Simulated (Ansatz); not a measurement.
# C2HF (SMILES C#CF): levels of theory compared

We compute a comparison of 6 runs (BLYP/STO-3G, BCCD(T)/STO-3G, CCSDT(Q)/STO-3G, CCSDTQ/STO-3G, CCSD(T)/STO-3G, UCCSD(T)/STO-3G) of C2HF. 

The results are computed with Ansatz 0.2.0.

49 further runs of the same task are left out: 5 that didn't finish, 44 set aside as unsound or not needed.

### 1 The structure to begin with

C2HF: 4 atoms, total charge 0, spin state singlet. SMILES: `C#CF`. The H4–C1 distance was set to 2.657 Å, away from the relaxed value. At this shape a bond of the SMILES string is far longer than usual.

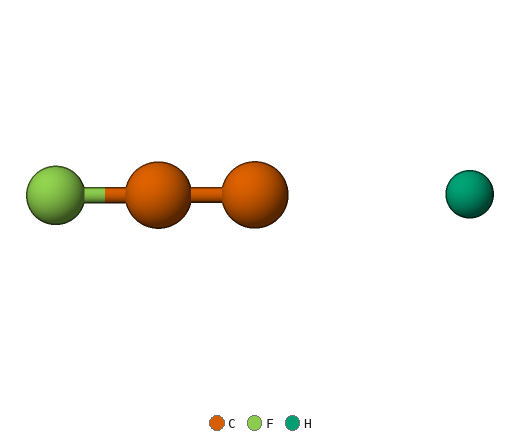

Viewed from a chosen angle; carbon orange, fluorine green, hydrogen teal.

### 2 A single-point energy at BLYP/STO-3G (run 1)

Input file run.yaml:

```yaml
crystal:
  periodic: [false, false, false]
  atoms:
    - {symbol: C, position_ang: [0.526660, -0.662322, 0.423277]}
    - {symbol: C, position_ang: [1.190960, -1.496272, 0.957307]}
    - {symbol: F, position_ang: [1.898290, -2.384442, 1.525797]}
    - {symbol: H, position_ang: [-0.952830, 1.196740, -0.765890]}
basis:
  gaussian: {orbitals: STO-3G}
hamiltonian: {xc: {name: BLYP}}
accuracy: high
```

Command:

```
ansatz run run.yaml --threads 1 --pin off --max-ram 3480MiB --events-out events.jsonl --progress --plain --runs-dir runs
```

What it wrote:

```text
Warning: RAYON_NUM_THREADS=1 ignored (pool sized by the plan → 1); use --threads N
Functional definition: BLYP
  name "BLYP"
  parameter beta = 0.0042
  parameter a = 0.04918
  parameter b = 0.132
  parameter c = 0.2533
  parameter d = 0.349
  exchange = b88_x(beta = beta)
  correlation = lyp_c(a = a, b = b, c = c, d = d)
270 factors; integrals over basis functions are off by at most 4.2e-8 eV
mean field evaluation 1: about -4719.9945 eV, gradient 4.5e1 eV
mean field evaluation 2: about -4679.0270 eV, gradient 9.4e1 eV
mean field evaluation 4: about -4721.0890 eV, gradient 1.2e1 eV
mean field evaluation 8: about -4721.0890 eV, gradient 1.2e1 eV
mean field evaluation 16: about -4729.3012 eV, gradient 1.4e-4 eV
mean field -4729.30117115 eV, -173.7986124044 hartree, gradient 1.1e-8 eV, S^2 0.000000; 2 other end points of the search recorded, 0 dependent functions left out
reference -4729.30120206 eV, -173.7986135403 hartree; 11, 11 occupied and 5, 5 virtual orbitals, 270 factors
Total energy: -4729.30120206 eV, -173.7986135403 hartree
```

Run time: 1.2 s. Hardware: 1 thread of Intel Xeon Platinum 8259CL at 2.50GHz (Skylake/Cascade Lake), shared host.

### 3 A single-point energy at BCCD(T)/STO-3G (run 2)

Input file job.yaml:

```yaml
crystal:
  periodic: [false, false, false]
  atoms:
    - {symbol: C, position_ang: [0.526660, -0.662322, 0.423277]}
    - {symbol: C, position_ang: [1.190960, -1.496272, 0.957307]}
    - {symbol: F, position_ang: [1.898290, -2.384442, 1.525797]}
    - {symbol: H, position_ang: [-0.952830, 1.196740, -0.765890]}
basis:
  gaussian:
    orbitals: STO-3G
correlation:
  method: bccd_t
  frozen_orbitals: {C: 1, F: 1, H: 0}
accuracy: high
scf:
  omitted_lower_state_checks: [cluster_reference, increment]
```

Command:

```
ansatz run job.yaml --threads 1 --pin off --max-ram 3480MiB --events-out events.jsonl --progress --plain --runs-dir runs
```

What it wrote:

```text
Warning: RAYON_NUM_THREADS=1 ignored (pool sized by the plan → 1); use --threads N
[... 12 lines left out ...]
3 core orbitals not correlated: weight in the atoms' cores, before any rotation towards them, 1.000 or more for the frozen orbitals, at most 0.000 for the correlated occupied ones
[... 37 lines left out ...]
WARN: these amplitudes may be one of several solutions (largest doubles amplitude 0.73, level shift 11.39 eV)
Total energy: -4714.97588423 eV, -173.2721678199 hartree
Checks for a lower state left out: cluster_reference, increment
```

It took 0.26 s on 1 thread of Intel Xeon Platinum 8259CL at 2.50GHz (Skylake/Cascade Lake), shared host.

Runs 3 to 5 aren't shown in full; the table further down has their settings and results.

### 4 The energy at UCCSD(T)/STO-3G (run 6)

Input file in.yaml:

```yaml
basis:
  gaussian:
    orbitals: STO-3G
crystal:
  periodic: [false, false, false]
  atoms:
    - symbol: C
      position_ang: [0.526660, -0.662322, 0.423277]
    - symbol: C
      position_ang: [1.190960, -1.496272, 0.957307]
    - symbol: F
      position_ang: [1.898290, -2.384442, 1.525797]
    - symbol: H
      position_ang: [-0.952830, 1.196740, -0.765890]
magnetization:
  spin_polarized: true
  initial_magnetization: 0
correlation:
  method: ccsd_t
  frozen_orbitals: {C: 1, F: 1, H: 0}
accuracy: high
scf:
  omitted_lower_state_checks: [cluster_reference, increment]
```

Command:

```
ansatz run in.yaml --threads 1 --pin off --max-ram 3480MiB --events-out events.jsonl --progress --plain --runs-dir runs
```

What it wrote:

```text
Warning: RAYON_NUM_THREADS=1 ignored (pool sized by the plan → 1); use --threads N
[... 16 lines left out ...]
3 core orbitals not correlated: weight in the atoms' cores, before any rotation towards them, 1.000 or more for the frozen orbitals, at most 0.000 for the correlated occupied ones
[... 45 lines left out ...]
Total energy: -4714.72326133 eV, -173.2628840995 hartree
Checks for a lower state left out: cluster_reference, increment
```

Run time: 0.68 s. Hardware: 1 thread of Intel Xeon Platinum 8259CL at 2.50GHz (Skylake/Cascade Lake), shared host.

### 5 Overview of the runs

```csv
run,level,frozen core orbitals,energy (Eh),wall time
1,BLYP/STO-3G,–,-173.798614,1.2 s
2,BCCD(T)/STO-3G,3,-173.272168,0.26 s
3,CCSDT(Q)/STO-3G,3,-173.269372,0.58 s
4,CCSDTQ/STO-3G,3,-173.268692,11 s
5,CCSD(T)/STO-3G,3,-173.275545,0.22 s
6,UCCSD(T)/STO-3G,3,-173.262884,0.68 s
```

### 6 Results

| quantity | value |
| --- | --- |
| run 6: total energy | -173.26288 Eh |
| run 6: correlation energy (3 core orbitals frozen) | -156.8 mEh |
| run 6: (T) correction | -3.29 mEh |
| run 6: ⟨S²⟩ of the reference determinant | 1.405 |
| run 6: T1 diagnostic | 0.049 |

In words: In run 5 the T1 diagnostic is large, so a single reference may not serve. In runs 2, 3, 4, 5 the log says that unrestricted orbitals would lower the reference, so the values rest on an unstable closed-shell determinant (other closed-shell runs at this shape may share the fault). In runs 1, 2, 3, 4, 5, 6 the basis is minimal, so the values are rough. In runs 1, 5 a closed-shell determinant meets a far-stretched bond, which it describes badly. Spin contamination of the reference: run 6 ⟨S²⟩ = 1.41. Where it is this large, the reference is a mixture of spin states, and values that rest on it are in doubt. All runs together took 14 s, the longest 11 s.
